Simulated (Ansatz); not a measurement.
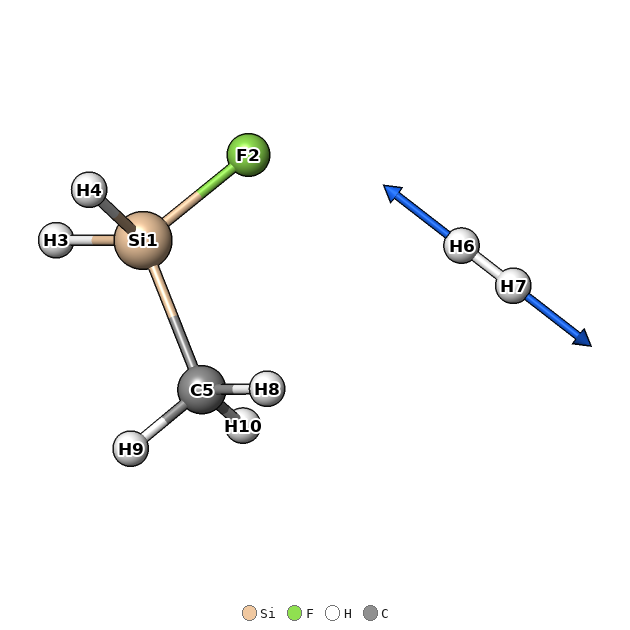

The arrows show one normal mode. Harmonic vibrations computed with RKS PBE0-D4/def2-TZVP (Ansatz 0.2.0) at a stationary point of the same level.

Q: What kind of motion is it?

A: Mostly H–H stretching.

Q: At what wavenumber does it lie?

A: 4403 cm⁻¹; it is mode 24 of 24 counted from the lowest.
